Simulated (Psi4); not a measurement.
# UPBE0/6-31G(d) (spherical functions) run of CH4ClGeO (SMILES [CH3][Ge]([OH])[Cl])

Aim: the vertical ionisation energy of CH4ClGeO at UPBE0/6-31G* (spherical functions), from 2 runs. 

Program for the calculation: Psi4 1.11.

1 further run of the same task is left out (set aside as unsound or not needed). Runs told in other sessions of the task aren't counted.

## Step 1: The structure to begin with

CH4ClGeO: 8 atoms, total charge 0, spin state doublet. SMILES: `[CH3][Ge]([OH])[Cl]`. The coordinates come from a PBE0-D4/def2-TZVP relaxation. This is one conformer, not always the lowest.

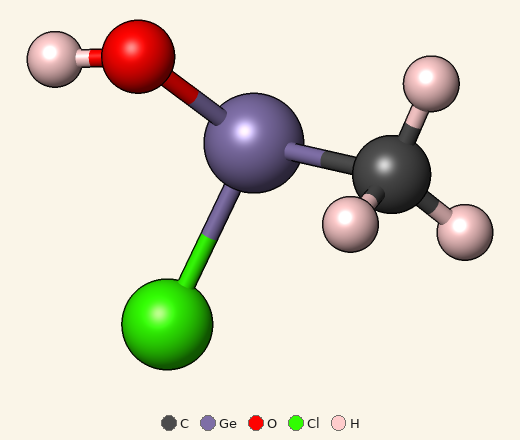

Viewed from a chosen angle; carbon dark grey, germanium purple, oxygen red, chlorine green, hydrogen pink.

## Step 2: A single-point energy at UPBE0/6-31G(d) (spherical functions)

Input file run.py:

```python
import psi4

psi4.set_memory(2200000000)
psi4.set_num_threads(1)
psi4.core.set_output_file('output.dat', False)

geom = psi4.geometry("""
0 2
C
Ge 1 1.958491
O 2 1.779622 1 104.76059
Cl 2 2.18426 3 106.92189 1 115.56571
H 1 1.089691 2 109.18388 3 -62.43092
H 1 1.091562 5 110.03044 2 -117.36541
H 1 1.088647 5 110.24031 6 -121.80775
H 3 0.961049 2 113.17139 1 -160.4348
units angstrom
symmetry c1
""")

psi4.set_options({
    'reference': 'uks',
    'puream': True,
    'e_convergence': 1e-09,
    'd_convergence': 1e-08,
    'scf_type': 'pk',
    'dft_radial_points': 99,
    'dft_spherical_points': 590,
    'maxiter': 100,
})

e, wfn = psi4.energy("pbe0/6-31G*", return_wfn=True)
psi4.oeprop(wfn, "MULLIKEN_CHARGES", "MAYER_INDICES", "QUADRUPOLE", title="PBE0")
print(f'pbe0/6-31G* energy: {e:.10f} Eh')
```

On the command line:

```sh
$ python run.py
```

output.dat:

```text
[...]
  Running in c1 symmetry.
[...]
  Nuclear repulsion =  363.285780138025075
[...]
  Multiplicity = 2
[...]
  Nalpha       = 34
  Nbeta        = 33
[...]
    Number of basis functions: 86
[...]
   @UKS iter   1: -2650.65396476267961   -2.26273e+00   3.16536e-02 ADIIS/DIIS
[...]
   @UKS iter  14: -2652.12761067561178   -1.81899e-12   8.41414e-09 DIIS
[...]
   @S^2 Observed:                7.524965733E-01
[...]
  @UKS Final Energy: -2652.12761067561178
   => Energetics <=
    Nuclear Repulsion Energy =            363.2857801380250748
    One-Electron Energy =               -4411.2280459906014585
    Two-Electron Energy =                1488.1804354341484213
    DFT Exchange-Correlation Energy =     -92.3657802571837721
    Empirical Dispersion Energy =           0.0000000000000000
    VV10 Nonlocal Energy =                  0.0000000000000000
    Total Energy =                      -2652.1276106756117770
  UHF NO Occupations:
  HONO-2 :   32  A 1.9997625
  HONO-1 :   33  A 1.9992242
[...]
 Multipole Moments:
 ------------------------------------------------------------------------------------
     Multipole            Electronic (a.u.)      Nuclear  (a.u.)        Total (a.u.)
 ------------------------------------------------------------------------------------
 L = 1.  Multiply by 2.5417464519 to convert [e a0] to [Debye]
 Dipole X            :          2.1841671           -1.6435446            0.5406225
 Dipole Y            :          2.4567754           -2.5595423           -0.1027669
 Dipole Z            :          5.4434687           -5.7336452           -0.2901764
 Magnitude           :                                                    0.6221222
 L = 2.  Multiply by 1.3450342976 to convert [e a0^2] to [Debye ang]
 Quadrupole XX       :       -198.8298279          165.9564712          -32.8733567
 Quadrupole XY       :         98.7664027          -96.8641791            1.9022236
[...]
  Mulliken Charges: (a.u.)
   Center  Symbol    Alpha    Beta     Spin     Total
       1     C     3.39664  3.25154  0.14510 -0.64817
       2    GE    16.10061 15.43002  0.67060  0.46937
       3     O     4.39639  4.28724  0.10916 -0.68363
       4    CL     8.66204  8.58003  0.08201 -0.24208
       5     H     0.38744  0.39467 -0.00723  0.21789
       6     H     0.39294  0.38010  0.01284  0.22696
       7     H     0.38810  0.39532 -0.00723  0.21658
       8     H     0.27583  0.28108 -0.00524  0.44309
   Total alpha = 34.00000, Total beta = 33.00000, Total charge = -0.00000
[...]
```

On the terminal:

```text
pbe0/6-31G* energy: -2652.1276106756 Eh
```

It took 17 s on 1 thread of Intel Xeon 6975P-C (Granite Rapids), shared host; peak memory 1.2 GiB.

## Step 3: The singlet cation at the same level

Input file calc.dat:

```
memory 2200 mb

molecule m {
  1 1
  C      0.13228083     2.33400074    -0.08673843
  Ge    -1.25005383    -1.04596341     0.51532831
  O      1.35039829    -2.84328193     1.66295899
  Cl    -2.35667745    -2.70627678    -3.09801701
  H      0.79274011     3.12258345     1.69716303
  H      1.71379262     2.12140655    -1.39386199
  H     -1.31298171     3.54550416    -0.90876929
  H      1.10473389    -4.63587613     1.50630069
  units bohr
  symmetry c1
  no_reorient
  no_com
}

set {
  basis                6-31G*
  puream               true
  e_convergence        1e-09
  d_convergence        1e-08
  scf_type             pk
  dft_radial_points    99
  dft_spherical_points 590
}

energy_value, wavefunction = energy('pbe0', return_wfn=True)
oeprop(wavefunction, 'MULLIKEN_CHARGES', 'MAYER_INDICES', 'QUADRUPOLE')
```

On the command line:

```sh
$ psi4 -n 1 calc.dat calc.out
```

calc.out:

```text
[...]
  Running in c1 symmetry.
[...]
  Nuclear repulsion =  363.285753823170523
[...]
  Multiplicity = 1
[...]
  Nalpha       = 33
  Nbeta        = 33
[...]
    Number of basis functions: 86
[...]
   @RKS iter   1: -2650.43612075898591   -2.04489e+00   3.13033e-02 DIIS/ADIIS
[...]
   @RKS iter  13: -2651.81854728400003   -1.13687e-11   8.63157e-09 DIIS
[...]
  @RKS Final Energy: -2651.81854728400003
   => Energetics <=
    Nuclear Repulsion Energy =            363.2857538231705234
    One-Electron Energy =               -4394.5764451846753218
    Two-Electron Energy =                1471.5645925864907895
    DFT Exchange-Correlation Energy =     -92.0924485089860241
    Empirical Dispersion Energy =           0.0000000000000000
    VV10 Nonlocal Energy =                  0.0000000000000000
    Total Energy =                      -2651.8185472840000330
[...]
 Multipole Moments:
 ------------------------------------------------------------------------------------
     Multipole            Electronic (a.u.)      Nuclear  (a.u.)        Total (a.u.)
 ------------------------------------------------------------------------------------
 L = 1.  Multiply by 2.5417464519 to convert [e a0] to [Debye]
 Dipole X            :         65.0617254          -66.1700830           -1.1083576
 Dipole Y            :         83.4170805          -84.0661674           -0.6490868
 Dipole Z            :         22.9296374          -22.4917095            0.4379279
 Magnitude           :                                                    1.3570376
 L = 2.  Multiply by 1.3450342976 to convert [e a0^2] to [Debye ang]
 Quadrupole XX       :       -191.8563342          165.6245664          -26.2317679
 Quadrupole XY       :       -116.5266927          117.7337163            1.2070236
[...]
  Mulliken Charges: (a.u.)
   Center  Symbol    Alpha    Beta     Spin     Total
       1     C     3.30928  3.30928  0.00000 -0.61856
       2    GE    15.61681 15.61681  0.00000  0.76638
       3     O     4.28124  4.28124  0.00000 -0.56248
       4    CL     8.48993  8.48993  0.00000  0.02014
       5     H     0.35227  0.35227  0.00000  0.29545
       6     H     0.34460  0.34460  0.00000  0.31080
       7     H     0.35400  0.35400  0.00000  0.29200
       8     H     0.25187  0.25187  0.00000  0.49626
   Total alpha = 33.00000, Total beta = 33.00000, Total charge =  1.00000
[...]
```

It took 11 s on 1 thread of Intel Xeon 6975P-C (Granite Rapids), shared host; peak memory 1.2 GiB.

## Step 4: Summary of results

Level: UPBE0/6-31G* (spherical functions).

| quantity | value |
| --- | --- |
| doublet CH4ClGeO: total energy | -2652.12761 Eh |
| doublet CH4ClGeO: dipole moment | 1.58 D |
| doublet CH4ClGeO: HOMO energy (highest over α and β) | -6.24 eV |
| doublet CH4ClGeO: LUMO energy (lowest over α and β) | -3.01 eV |
| doublet CH4ClGeO: ⟨S²⟩ | 0.752 |
| singlet cation: total energy | -2651.81855 Eh |
| singlet cation: HOMO energy | -14.65 eV |
| singlet cation: LUMO energy | -10.49 eV |
| singlet cation: HOMO–LUMO gap | 4.15 eV |
| vertical ionisation energy (to the singlet cation) | 8.410 eV |

In words: Removing an electron at fixed nuclei costs 8.41 eV (811 kJ/mol). With no_com the log's rotational constants are taken about the origin, not the centre of mass, so they aren't the molecule's. Mulliken charges (singlet cation) run from -0.62 on C1 to +0.77 on Ge2.
